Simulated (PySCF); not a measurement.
The calculation's input:

```
{"job": {"kind": "nmr", "xc": "PBE0", "basis": "pcSseg-1"}, "charge": 0, "multiplicity": 1}
C     -2.575596     0.040473    -1.088199
Si    -1.397926    -0.052243     0.403327
C     -1.826205     1.308370     1.662570
C      0.356756     0.274576    -0.224736
C      1.386632    -0.571439    -0.115978
C      2.718301    -0.250068    -0.624868
O      3.032463     0.780415    -1.186340
C      3.771269    -1.333864    -0.408565
O      3.568879    -2.385903     0.129223
H     -3.603519    -0.126895    -0.780777
H     -2.531538     1.013708    -1.569581
H     -2.330011    -0.707661    -1.836014
H     -1.444191    -1.382270     1.028412
H     -1.146368     1.295118     2.509279
H     -2.833083     1.176869     2.047363
H     -1.773134     2.296468     1.213386
H      0.566584     1.219231    -0.716136
H      1.287777    -1.538030     0.355643
H      4.763104    -1.047603    -0.805470
```

Command:

```sh
OMP_NUM_THREADS=1 python probes_run.py task.json out
```

Geometry: GFN2-xTB.

The calculation used PBE0/pcSseg-1, SCF density, gas phase, non-relativistic in PySCF.

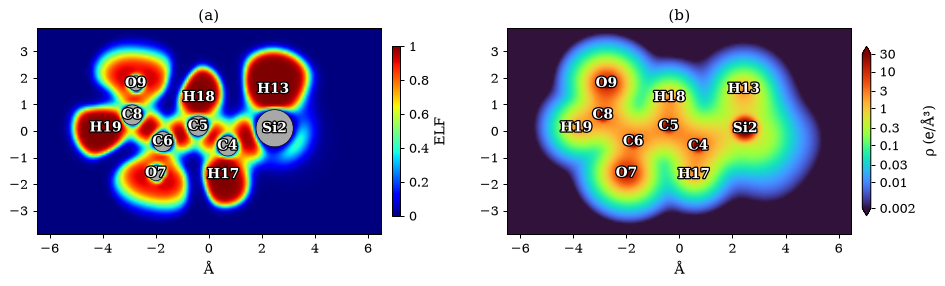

C$_{6}$H$_{10}$O$_{2}$Si (SMILES C[SiH](C)/C=C/C(=O)C=O). (a) electron localisation function; (b) electron density on the plane of atoms Si2, C4 and C5. Grey discs cover the atomic cores in the ELF map.

> What does the map show?

- Atoms in the plane: Si, C, O and H.
- C–O (1.20 Å): ρ at the midpoint is about 3.4 e/Å³; the ELF peaks at about 0.85 between the atoms (a multiple bond).
- C–C (1.34 Å): ρ is about 2.3 e/Å³ halfway; the ELF peaks at about 0.95 between the atoms; a short, multiple covalent bond.
- C–Si (1.89 Å): ρ is about 0.93 e/Å³ halfway; the ELF peaks at about 1 between the atoms; a covalent bond.
- C–H (1.08 Å): ρ at the midpoint is about 2.1 e/Å³; the ELF climbs to about 1 towards the hydrogen, as it does in any bond to H: a covalent bond by its length.
- C–C (1.46 Å): the density is about 1.9 e/Å³ at the midpoint; the ELF peaks at about 0.95 between the atoms, as expected for a shared electron pair.
- The ELF also peaks beside O7 and O9, away from the bonds: lone-pair regions.
